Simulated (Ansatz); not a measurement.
## HfBrClF2: one change and its effect

System: HfBrClF2.
Method of run A: RKS CAM-B3LYP-D4/def2-SVP (Ansatz 0.2.0).

Text and figures count atoms from 1; the logs count them from 0 in places.

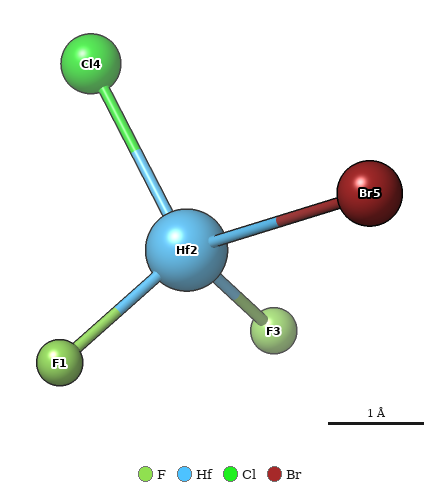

**Figure 1.** The structure (ball-and-stick view, seen at a tilt; atoms are numbered from 1 in the order of the input). Sticks mark near contacts. Bond lengths as drawn: Br–Hf 3.00 Å, Cl–Hf 2.34 Å and F–Hf 1.89 Å.

Input, run A:
```yaml
crystal:
  periodic: [false, false, false]
  atoms:
    - { symbol: F, position_ang: [0.288247, -0.637918, 1.8231] }
    - { symbol: Hf, position_ang: [0.06775, -0.097433, 0.023162] }
    - { symbol: F, position_ang: [1.424416, -0.921273, -1.007022] }
    - { symbol: Cl, position_ang: [-2.028192, -0.796298, -0.748201] }
    - { symbol: Br, position_ang: [0.343137, 2.88399, -0.164667] }
basis:
  gaussian: { orbitals: def2-SVP }
hamiltonian:
  xc: { name: CAM-B3LYP }
  dispersion: d4
output:
  forces: true
```

Command:
```bash
ansatz run input.yaml --threads 1 --pin off --max-ram 2560MiB --backend cpu --events-out ev --progress --plain --runs-dir out
```

Hardware: 1 thread of Arm Neoverse V1, 24 GiB of memory available, shared host.

Output (run A):
```
Engine: ansatz 0.2.0, aarch64-unknown-linux-gnu
Functional definition: CAM-B3LYP
  parameter alpha = 0.19
  parameter beta = 0.46
  parameter omega = 0.33/bohr
  parameter ac = 0.81
  exchange = (1 - alpha - beta)*b88_x + beta*b88_x_sr(omega) + alpha*exact_x + beta*exact_x_lr(omega)
  correlation = (1 - ac)*vwn5_c + ac*lyp_c
1040 factors; integrals over basis functions are off by at most 5.5e-4 eV
262 factors; integrals over basis functions are off by at most 1.5e-5 eV
mean field evaluation 1: about -89295.9762 eV, gradient 5.4e1 eV
mean field evaluation 2: about -89277.9667 eV, gradient 1.2e2 eV
mean field evaluation 4: about -89302.0839 eV, gradient 1.8e0 eV
mean field evaluation 8: about -89302.1520 eV, gradient 1.1e-1 eV
mean field evaluation 16: about -89302.1521 eV, gradient 1.8e-4 eV
mean field -89302.15209344 eV, -3281.7935582612 hartree, gradient 3.9e-5 eV, S^2 0.000000; 0 other end points of the search recorded, 0 dependent functions left out
the calculation of the forces begins
reference -89302.15224344 eV, -3281.7935637737 hartree; 41, 41 occupied and 69, 69 virtual orbitals, 1040 factors
Total energy: -89302.26347846 eV, -3281.7976515851 hartree
Atom 0 at     0.288247    -0.637918     1.823100 Å, force    -0.057216     0.043568    -0.383109 eV/Å
Atom 1 at     0.067750    -0.097433     0.023162 Å, force     0.313514     2.731826    -0.147378 eV/Å
Atom 2 at     1.424416    -0.921273    -1.007022 Å, force    -0.301158     0.104411     0.224379 eV/Å
Atom 3 at    -2.028192    -0.796298    -0.748201 Å, force     0.316964     0.047204     0.122444 eV/Å
Atom 4 at     0.343137     2.883990    -0.164667 Å, force    -0.272104    -2.927009     0.183664 eV/Å
Dipole moment:    -0.086328    -0.520869     0.017424 e Å
```

The input of run B differs as follows (lines with − go, lines with + come):
```diff
-    - { symbol: Br, position_ang: [0.343137, 2.88399, -0.164667] }
+    - { symbol: Br, position_ang: [1.429391, 2.293989, 0.330395] }
```

What does this change do to the results?

With the same method and basis, run B lies 7.2 kcal/mol lower. The largest force goes from 2.945 to 3.073 eV/Å.

Output (run B):
```
Engine: ansatz 0.2.0, aarch64-unknown-linux-gnu
Functional definition: CAM-B3LYP
  parameter alpha = 0.19
  parameter beta = 0.46
  parameter omega = 0.33/bohr
  parameter ac = 0.81
  exchange = (1 - alpha - beta)*b88_x + beta*b88_x_sr(omega) + alpha*exact_x + beta*exact_x_lr(omega)
  correlation = (1 - ac)*vwn5_c + ac*lyp_c
1037 factors; integrals over basis functions are off by at most 7.1e-4 eV
262 factors; integrals over basis functions are off by at most 1.7e-5 eV
mean field evaluation 1: about -89296.5170 eV, gradient 5.4e1 eV
mean field evaluation 2: about -89278.7643 eV, gradient 1.2e2 eV
mean field evaluation 4: about -89302.3994 eV, gradient 2.2e0 eV
mean field evaluation 8: about -89302.4611 eV, gradient 1.0e-1 eV
mean field evaluation 16: about -89302.4611 eV, gradient 9.7e-5 eV
mean field -89302.46112158 eV, -3281.8049148358 hartree, gradient 3.4e-5 eV, S^2 0.000000; 0 other end points of the search recorded, 0 dependent functions left out
the calculation of the forces begins
reference -89302.46126755 eV, -3281.8049202000 hartree; 41, 41 occupied and 69, 69 virtual orbitals, 1037 factors
Total energy: -89302.57554739 eV, -3281.8091199068 hartree
Atom 0 at     0.288247    -0.637918     1.823100 Å, force    -0.257893    -0.190634    -0.476570 eV/Å
Atom 1 at     0.067750    -0.097433     0.023162 Å, force     2.393025     1.761208     0.784439 eV/Å
Atom 2 at     1.424416    -0.921273    -1.007022 Å, force    -0.526775    -0.123579     0.193019 eV/Å
Atom 3 at    -2.028192    -0.796298    -0.748201 Å, force    -0.137165     0.193498    -0.074485 eV/Å
Atom 4 at     1.429391     2.293989     0.330395 Å, force    -1.471192    -1.640492    -0.426403 eV/Å
Dipole moment:    -0.442261    -0.188786    -0.158681 e Å
```

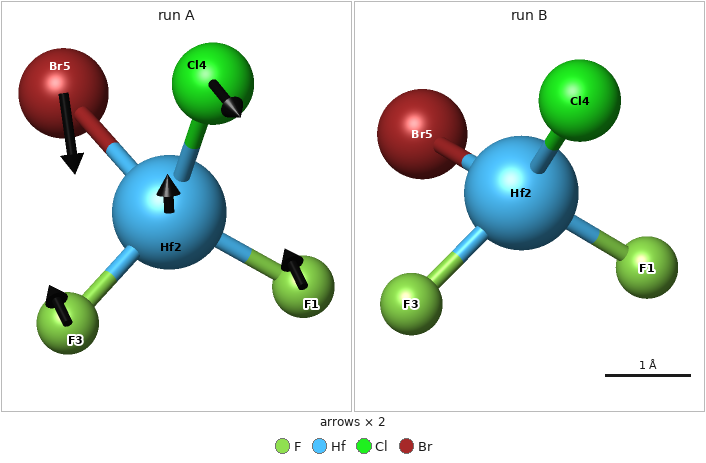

**Figure 2.** The two input geometries at one scale (ball-and-stick view, seen at an oblique angle). The black arrows on the first give the shifts of the atoms after the best rigid fit, magnified 2 times. Br5 moves most after the best rigid fit: 0.49 Å. Largest moves by element: Br 0.49 Å, Cl 0.40 Å, F 0.30 Å, Hf 0.23 Å. Among the contacts that change: Hf2–Br5 3.000 → 2.769 Å.

The two runs side by side:

| quantity | run A | run B |
| --- | --- | --- |
| outcome | converged | converged |
| total energy (hartree) | −3281.797652 | −3281.809120 |
| largest force (eV/Å) | 2.945 | 3.073 |
| basis functions | 110 | 110 |
| wall time (shared host) | 8.4 s | 8.7 s |
